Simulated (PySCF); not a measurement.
# C3H8AlNO: NMR shifts at several levels of theory, part 2 of 2

PySCF 2.14.0. Atoms count from 0. Earlier steps stand in the parts before.

## 8. NMR shieldings: PBE0/aug-cc-pVDZ

Job settings and geometry (Å):

```
{"job": {"kind": "nmr", "xc": "PBE0", "basis": "aug-cc-pVDZ", "pop": true}, "charge": 0, "multiplicity": 1}
C     -2.376598    -1.249676     0.159105
O     -1.054729    -0.916725    -0.189867
C     -0.015758    -1.886085     0.018471
C      1.189391    -1.093566    -0.474262
N      2.394169    -1.493829    -0.519854
Al     0.132963     0.566846    -0.924561
H     -2.446656    -1.477605     1.235439
H     -3.008191    -0.382654    -0.070804
H     -2.723016    -2.118723    -0.423863
H      0.036745    -2.152624     1.090605
H     -0.226297    -2.794057    -0.576841
H      2.488877    -2.460978    -0.171272
H     -0.328120     0.824654    -2.431359
H      0.071429     1.763899     0.130730
```

Level: GIAO PBE0/aug-cc-pVDZ NMR shielding, non-relativistic, gas phase.

The log of the run:

```text
coarse grid: 11992 points
cycle   1  E = -491.0459501599  dE =  5.703e-01  |g| = 4.933e-01  |ddm| = 8.317e+00
cycle   2  E = -490.9877458714  dE =  5.820e-02  |g| = 7.356e-01  |ddm| = 1.722e+00
cycle   3  E = -491.0996511027  dE = -1.119e-01  |g| = 1.009e-01  |ddm| = 9.811e-01
cycle   4  E = -491.1013537418  dE = -1.703e-03  |g| = 5.623e-02  |ddm| = 2.347e-01
cycle   5  E = -491.1020695547  dE = -7.158e-04  |g| = 1.205e-02  |ddm| = 1.058e-01
cycle   6  E = -491.1020959658  dE = -2.641e-05  |g| = 4.434e-03  |ddm| = 2.480e-02
cycle   7  E = -491.1021006298  dE = -4.664e-06  |g| = 5.586e-04  |ddm| = 1.164e-02
final grid: 110696 points
cycle   8  E = -491.1143176442  dE = -2.203e-05  |g| = 1.001e-02  |ddm| = 1.384e-01
cycle   9  E = -491.1143006877  dE =  1.696e-05  |g| = 1.396e-02  |ddm| = 4.137e-02
cycle  10  E = -491.1143382396  dE = -3.755e-05  |g| = 1.507e-03  |ddm| = 2.103e-02
cycle  11  E = -491.1143387872  dE = -5.476e-07  |g| = 2.370e-04  |ddm| = 2.879e-03
cycle  12  E = -491.1143387943  dE = -7.152e-09  |g| = 1.615e-04  |ddm| = 6.519e-04
cycle  13  E = -491.1143388001  dE = -5.748e-09  |g| = 3.438e-05  |ddm| = 2.583e-04
cycle  14  E = -491.1143388003  dE = -2.804e-10  |g| = 7.004e-06  |ddm| = 8.896e-05
converged SCF energy = -491.1143388003

GIAO shielding tensors (ppm)
atom      isotropic    diamagn.    paramagn.     s11        s22        s33       span
  0 C      140.371     201.201     -60.830    112.857    113.426    194.830     81.972
  1 O      320.856     349.916     -29.060    272.004    328.372    362.193     90.189
  2 C      109.771     227.463    -117.692     64.716     99.942    164.654     99.938
  3 C      -14.618     237.643    -252.261   -110.069    -51.514    117.730    227.799
  4 N      -87.057     296.990    -384.046   -385.015   -114.165    238.011    623.026
  5 Al     441.940     811.923    -369.983    403.302    424.983    497.536     94.234
  6 H       27.896      27.222       0.674     24.509     25.735     33.445      8.936
  7 H       27.544      29.969      -2.425     23.767     25.768     33.097      9.329
  8 H       27.894      27.882       0.012     24.493     25.727     33.462      8.970
  9 H       27.095      30.424      -3.329     24.935     25.356     30.993      6.058
 10 H       27.100      30.344      -3.245     24.913     25.382     31.004      6.092
 11 H       20.700      32.394     -11.694     11.881     25.003     25.217     13.336
 12 H       26.326      27.928      -1.602     23.711     25.157     30.111      6.400
 13 H       26.326      28.277      -1.952     23.711     25.178     30.089      6.378
```

Run time: 39 s. Hardware: 1 thread of Arm Neoverse V1, shared host; peak memory 0.98 GiB.

In short: δ C3 209.7, C2 85.3, C0 54.7, O1 15.1, H11 10.69, H12 5.07 ppm (means over like atoms).

## 9. Nuclear shieldings: PBE0/IGLO-III

Settings changed since step 8:

```diff
@@ -1,2 +1,2 @@
-{"job": {"kind": "nmr", "xc": "PBE0", "basis": "aug-cc-pVDZ", "pop": true}, "charge": 0, "multiplicity": 1}
+{"job": {"kind": "nmr", "xc": "PBE0", "basis": "IGLO-III", "pop": true}, "charge": 0, "multiplicity": 1}
 C     -2.376598    -1.249676     0.159105
```

Level: GIAO PBE0/IGLO-III NMR shielding, non-relativistic, gas phase.

The log of the run:

```text
coarse grid: 11992 points
cycle   1  E = -491.1299919170  dE =  5.232e-01  |g| = 5.397e-01  |ddm| = 2.484e+00
cycle   2  E = -491.0685141701  dE =  6.148e-02  |g| = 7.858e-01  |ddm| = 9.392e-01
cycle   3  E = -491.1863867932  dE = -1.179e-01  |g| = 1.166e-01  |ddm| = 5.729e-01
cycle   4  E = -491.1883476391  dE = -1.961e-03  |g| = 6.560e-02  |ddm| = 8.861e-02
cycle   5  E = -491.1892658214  dE = -9.182e-04  |g| = 1.597e-02  |ddm| = 3.901e-02
cycle   6  E = -491.1893081443  dE = -4.232e-05  |g| = 5.127e-03  |ddm| = 1.058e-02
cycle   7  E = -491.1893136833  dE = -5.539e-06  |g| = 7.741e-04  |ddm| = 5.117e-03
final grid: 110696 points
cycle   8  E = -491.1922653730  dE = -7.864e-05  |g| = 1.109e-02  |ddm| = 5.556e-02
cycle   9  E = -491.1922449537  dE =  2.042e-05  |g| = 1.554e-02  |ddm| = 1.480e-02
cycle  10  E = -491.1922866538  dE = -4.170e-05  |g| = 1.722e-03  |ddm| = 8.106e-03
cycle  11  E = -491.1922872675  dE = -6.137e-07  |g| = 4.419e-04  |ddm| = 1.292e-03
cycle  12  E = -491.1922872961  dE = -2.857e-08  |g| = 2.899e-04  |ddm| = 3.362e-04
cycle  13  E = -491.1922873135  dE = -1.739e-08  |g| = 4.067e-05  |ddm| = 1.564e-04
cycle  14  E = -491.1922873138  dE = -3.404e-10  |g| = 9.168e-06  |ddm| = 3.202e-05
converged SCF energy = -491.1922873138

GIAO shielding tensors (ppm)
atom      isotropic    diamagn.    paramagn.     s11        s22        s33       span
  0 C      124.641     247.736    -123.096     95.500     96.372    182.049     86.549
  1 O      311.379     388.024     -76.645    262.377    318.023    353.736     91.359
  2 C       92.564     249.796    -157.232     45.972     81.682    150.037    104.065
  3 C      -40.292     253.683    -293.976   -144.249    -79.364    102.737    246.986
  4 N     -126.693     321.099    -447.793   -454.902   -155.355    230.176    685.077
  5 Al     391.715     802.557    -410.841    351.648    388.511    434.987     83.339
  6 H       27.938      29.109      -1.170     24.607     25.763     33.445      8.838
  7 H       27.601      28.540      -0.938     23.888     25.834     33.083      9.195
  8 H       27.937      27.336       0.601     24.593     25.755     33.462      8.869
  9 H       27.170      31.421      -4.251     24.917     25.502     31.089      6.172
 10 H       27.177      29.390      -2.214     24.900     25.529     31.101      6.201
 11 H       20.817      29.384      -8.567     11.823     24.872     25.756     13.934
 12 H       26.493      29.452      -2.959     23.956     25.283     30.239      6.283
 13 H       26.492      29.875      -3.383     23.956     25.301     30.218      6.262
```

Run time: 61 s. Hardware: 1 thread of Arm Neoverse V1, shared host; peak memory 1.1 GiB.

In short: δ C3 224.1, C2 91.2, C0 59.1, O1 15.8, H11 10.56, H12 4.88 ppm (means over like atoms).

## 10. Nuclear shieldings: PBE0/pcSseg-0

Settings changed since step 9:

```diff
@@ -1,2 +1,2 @@
-{"job": {"kind": "nmr", "xc": "PBE0", "basis": "IGLO-III", "pop": true}, "charge": 0, "multiplicity": 1}
+{"job": {"kind": "nmr", "xc": "PBE0", "basis": "pcSseg-0", "pop": true}, "charge": 0, "multiplicity": 1}
 C     -2.376598    -1.249676     0.159105
```

With the program's defaults for keys left out, this is: GIAO PBE0/pcSseg-0 NMR shielding, non-relativistic, gas phase.

The log of the run:

```text
coarse grid: 11992 points
cycle   1  E = -490.1883574169  dE =  5.123e-01  |g| = 4.391e-01  |ddm| = 3.767e+00
cycle   2  E = -490.1466163079  dE =  4.174e-02  |g| = 6.554e-01  |ddm| = 1.530e+00
cycle   3  E = -490.2322243350  dE = -8.561e-02  |g| = 9.415e-02  |ddm| = 8.586e-01
cycle   4  E = -490.2337371162  dE = -1.513e-03  |g| = 5.459e-02  |ddm| = 1.420e-01
cycle   5  E = -490.2343726383  dE = -6.355e-04  |g| = 8.782e-03  |ddm| = 6.460e-02
cycle   6  E = -490.2343887078  dE = -1.607e-05  |g| = 2.434e-03  |ddm| = 1.377e-02
cycle   7  E = -490.2343901779  dE = -1.470e-06  |g| = 3.747e-04  |ddm| = 4.291e-03
final grid: 110696 points
cycle   8  E = -490.2339064093  dE = -1.557e-05  |g| = 6.162e-03  |ddm| = 1.827e-02
cycle   9  E = -490.2339018783  dE =  4.531e-06  |g| = 8.091e-03  |ddm| = 1.222e-02
cycle  10  E = -490.2339141110  dE = -1.223e-05  |g| = 8.056e-04  |ddm| = 6.594e-03
cycle  11  E = -490.2339142484  dE = -1.373e-07  |g| = 7.728e-05  |ddm| = 9.853e-04
cycle  12  E = -490.2339142478  dE =  5.881e-10  |g| = 1.033e-04  |ddm| = 2.290e-04
cycle  13  E = -490.2339142502  dE = -2.447e-09  |g| = 7.544e-06  |ddm| = 1.183e-04
cycle  14  E = -490.2339142502  dE = -2.058e-11  |g| = 1.450e-06  |ddm| = 1.891e-05
converged SCF energy = -490.2339142502

GIAO shielding tensors (ppm)
atom      isotropic    diamagn.    paramagn.     s11        s22        s33       span
  0 C      131.366     242.085    -110.719    101.299    102.834    189.965     88.666
  1 O      350.002     399.857     -49.854    289.023    363.175    397.808    108.784
  2 C      100.225     248.615    -148.390     53.933     90.421    156.321    102.388
  3 C      -26.605     260.701    -287.305   -118.382    -72.803    111.371    229.753
  4 N     -174.345     317.840    -492.184   -602.816   -152.602    232.384    835.200
  5 Al     375.761     792.172    -416.411    323.882    361.585    441.817    117.935
  6 H       29.052      27.394       1.657     24.965     26.679     35.511     10.546
  7 H       28.481      27.490       0.991     23.983     26.504     34.958     10.975
  8 H       29.042      27.538       1.504     24.944     26.659     35.523     10.579
  9 H       28.475      30.402      -1.928     25.719     27.139     32.566      6.846
 10 H       28.481      31.338      -2.858     25.707     27.152     32.583      6.876
 11 H       20.604      31.123     -10.519     10.507     24.533     26.773     16.266
 12 H       27.135      29.229      -2.094     24.162     26.267     30.977      6.815
 13 H       27.133      28.864      -1.731     24.158     26.284     30.958      6.800
```

Wall time 7 s (1 thread of Arm Neoverse V1, shared host); peak memory 0.48 GiB.

In short: δ C3 220.1, C2 93.3, C0 62.2, O1 -12.1, H11 12.23, H12 5.70 ppm (means over like atoms).

## 11. Side by side: NMR shifts

Shifts (ppm) of some atoms, chosen among heavy atoms and hydrogens apart, means over like atoms, with basis size and wall time:

```csv
run,C3,C2,H11,H12,O1,N4,Al5,functions,time
PBE0/6-31G*,196.7,83.3,10.77,5.31,3.0,348.9,98.3,104,14 s
"PBE0/6-311+G(2d,p)",215.9,88.2,10.49,5.06,14.5,376.2,101.8,218,32 s
PBE0/def2-SVP,204.2,84.1,11.16,4.81,18.0,374.2,84.8,128,13 s
PBE0/def2-TZVP,217.3,89.7,10.62,5.00,22.0,386.2,97.9,240,48 s
PBE0/cc-pVDZ,204.7,86.7,11.00,4.91,21.5,368.5,91.3,128,15 s
PBE0/cc-pVTZ,215.2,89.0,10.79,4.81,20.9,385.6,99.9,296,63 s
PBE0/aug-cc-pVDZ,209.7,85.3,10.69,5.07,15.1,356.9,99.1,214,39 s
PBE0/IGLO-III,224.1,91.2,10.56,4.88,15.8,387.2,93.2,299,61 s
PBE0/pcSseg-0,220.1,93.3,12.23,5.70,-12.1,440.4,100.2,74,7 s
```

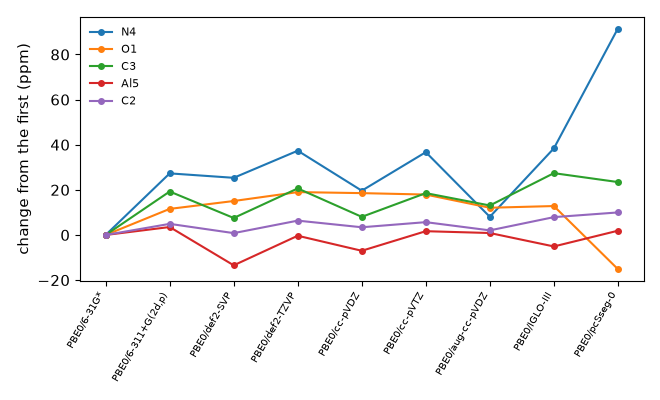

How five of the tabulated atoms move from run to run.

## 12. Results

What follows sums up all 2 parts.

```
                                                            quantity                        value
                                13C shifts against TMS (PBE0/6-31G*)        196.7, 83.3, 55.8 ppm
1H shifts against TMS (PBE0/6-31G*, means over atoms taken as alike)  10.77, 5.31, 3.93, 3.46 ppm
                                17O shifts against H2O (PBE0/6-31G*)                      3.0 ppm
                                15N shifts against NH3 (PBE0/6-31G*)                    348.9 ppm
                             27Al shifts against AlH4- (PBE0/6-31G*)                     98.3 ppm
                                            range of the shift of N4           348.9 to 440.4 ppm
```

Single values in the summary come from the first sound run of each kind (PBE0/6-31G*), which need not be the best level. At PBE0/6-31G*: Shielding is most anisotropic at N4 (span 638 ppm, paramagnetic term -407 ppm). Across the 9 runs the shift of N4 moves most, between 348.9 (PBE0/6-31G*) and 440.4 ppm (PBE0/pcSseg-0).
